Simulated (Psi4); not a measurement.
**NO2F (nitryl fluoride): HF/6-31G(d) (spherical functions, sweep point 7)**

What is the vertical ionisation energy of NO2F (nitryl fluoride) at HF/6-31G* (spherical functions, sweep point 7)? 

Program for the calculation: Psi4 1.11.

4 further runs of the same task are left out: 4 set aside as unsound or not needed.

### 1 The molecule

The species is NO2F (4 atoms), meant as a singlet with charge 0. SMILES: `O=[N+]([O-])F`. The coordinates come from a GFN2-xTB relaxation.

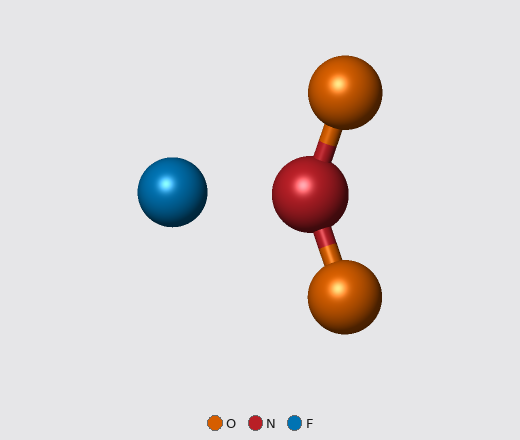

Viewed from a chosen angle; oxygen orange, nitrogen red, fluorine blue.

### 2 A single-point energy at HF/6-31G(d) (spherical functions, sweep point 7)

calc.in

```
memory 1600 MB

molecule m {
  0 1
  O      0.35666691     0.88051789     2.10829185
  N      0.20732185    -0.18564669     0.23058438
  O      0.89860257    -2.01098985    -0.70492454
  F     -1.46259133     1.31611866    -1.63395169
  units bohr
  symmetry c1
}

set puream true
set scf_type pk
set d_convergence 1e-10
set e_convergence 1e-10

energy('scf/6-31G*')
```

Command:

```console
$ psi4 calc.in calc.out -n 1
```

calc.out:

```text
[...]
  Running in c1 symmetry.
[...]
  Nuclear repulsion =  123.467880134202574
[...]
  Multiplicity = 1
[...]
  Nalpha       = 16
  Nbeta        = 16
[...]
    Number of basis functions: 56
[...]
   @RHF iter   1:  -303.18517795097642   -2.67457e-01   1.33880e-02 ADIIS/DIIS
[...]
   @RHF iter  16:  -303.39481458722543    5.11591e-13   6.38350e-11 DIIS
[...]
    Orbital Energies [Eh]
    ---------------------
    Doubly Occupied:
       1A    -26.329599     2A    -20.712951     3A    -20.712866
       4A    -16.004867     5A     -1.772585     6A     -1.573939
       7A     -1.570797     8A     -0.956243     9A     -0.869843
      10A     -0.852284    11A     -0.831552    12A     -0.677578
      13A     -0.652441    14A     -0.575430    15A     -0.563961
      16A     -0.555761
[...]
  @RHF Final Energy:  -303.39481458722543
   => Energetics <=
    Nuclear Repulsion Energy =            123.4678801342025736
    One-Electron Energy =                -663.2999987868163316
    Two-Electron Energy =                 236.4373040653883322
    Total Energy =                       -303.3948145872254258
[...]
 Multipole Moments:
 ------------------------------------------------------------------------------------
     Multipole            Electronic (a.u.)      Nuclear  (a.u.)        Total (a.u.)
 ------------------------------------------------------------------------------------
 L = 1.  Multiply by 2.5417464519 to convert [e a0] to [Debye]
 Dipole X            :         -0.4807728            0.6963496            0.2155768
 Dipole Y            :          0.4333960           -0.6266305           -0.1932345
 Dipole Z            :         -0.5379441            0.7779552            0.2400111
 Magnitude           :                                                    0.3760562
[...]
```

Run time: 1.5 s. Hardware: 1 thread of Intel Xeon Platinum 8488C (Sapphire Rapids), shared host; peak memory 0.2 GiB.

### 3 The doublet cation, same level

input.in

```
memory 1600 mb

molecule geom {
  1 2
  O      0.35666691     0.88051789     2.10829185
  N      0.20732185    -0.18564669     0.23058438
  O      0.89860257    -2.01098985    -0.70492454
  F     -1.46259133     1.31611866    -1.63395169
  units bohr
  symmetry c1
}

set basis 6-31G*
set reference uhf
set puream true
set scf_type pk
set d_convergence 1e-10
set e_convergence 1e-10
set maxiter 150

energy('scf')
```

Command:

```console
$ psi4 input.in input.out -n 1
```

input.out:

```text
[...]
  Running in c1 symmetry.
[...]
  Nuclear repulsion =  123.467880134202574
[...]
  Multiplicity = 2
[...]
  Nalpha       = 16
  Nbeta        = 15
[...]
    Number of basis functions: 56
[...]
   @UHF iter   1:  -302.61383194262800    3.03889e-01   1.38852e-02 ADIIS/DIIS
[...]
   @UHF iter  49:  -302.91447383794116   -2.84217e-13   8.93034e-11 DIIS
[...]
   @S^2 Observed:                1.269559944E+00
[...]
    Orbital Energies [Eh]
    ---------------------
    Alpha Occupied:
       1A    -26.613197     2A    -21.156265     3A    -21.156172
       4A    -16.288470     5A     -2.156087     6A     -1.992182
       7A     -1.819667     8A     -1.338766     9A     -1.267638
      10A     -1.227503    11A     -1.197883    12A     -1.088720
      13A     -0.976083    14A     -0.935395    15A     -0.927780
      16A     -0.901502
    Alpha Virtual:
      17A     -0.254826    18A     -0.103122    19A      0.086632
      20A      0.335209    21A      0.481692    22A      0.516504
      23A      0.541780    24A      0.597189    25A      0.701173
[...]
  @UHF Final Energy:  -302.91447383794116
   => Energetics <=
    Nuclear Repulsion Energy =            123.4678801342025736
    One-Electron Energy =                -652.1783649980820883
    Two-Electron Energy =                 225.7960110259383839
    Total Energy =                       -302.9144738379411592
  UHF NO Occupations:
  HONO-2 :   14  A 1.9916943
  HONO-1 :   15  A 1.7144576
[...]
 Multipole Moments:
 ------------------------------------------------------------------------------------
     Multipole            Electronic (a.u.)      Nuclear  (a.u.)        Total (a.u.)
 ------------------------------------------------------------------------------------
 L = 1.  Multiply by 2.5417464519 to convert [e a0] to [Debye]
 Dipole X            :         -0.1550901            0.6963496            0.5412595
 Dipole Y            :          0.1402285           -0.6266305           -0.4864021
 Dipole Z            :         -0.1734943            0.7779552            0.6044609
 Magnitude           :                                                    0.9460031
[...]
```

Run time: 1.9 s. Hardware: 1 thread of Intel Xeon Platinum 8488C (Sapphire Rapids), shared host; peak memory 0.2 GiB.

### 4 What came out

Level: HF/6-31G* (spherical functions, sweep point 7).

```
                                          quantity          value
                        singlet NO2F: total energy  -303.39481 Eh
                       singlet NO2F: dipole moment         0.96 D
                         singlet NO2F: HOMO energy      -15.12 eV
                         singlet NO2F: LUMO energy        2.26 eV
                       singlet NO2F: HOMO–LUMO gap       17.38 eV
                      doublet cation: total energy  -302.91447 Eh
doublet cation: HOMO energy (highest over α and β)      -23.22 eV
 doublet cation: LUMO energy (lowest over α and β)      -10.73 eV
                              doublet cation: ⟨S²⟩          1.270
vertical ionisation energy (to the doublet cation)      13.071 eV
```

In words: The vertical ionisation energy comes to 13.07 eV (1261 kJ/mol). −ε(HOMO) before ionisation, 15.12 eV, is 2.05 eV above this ionisation energy. ⟨S²⟩ (doublet cation) is 1.27 where a pure doublet has 0.75: the reference is spin-contaminated.
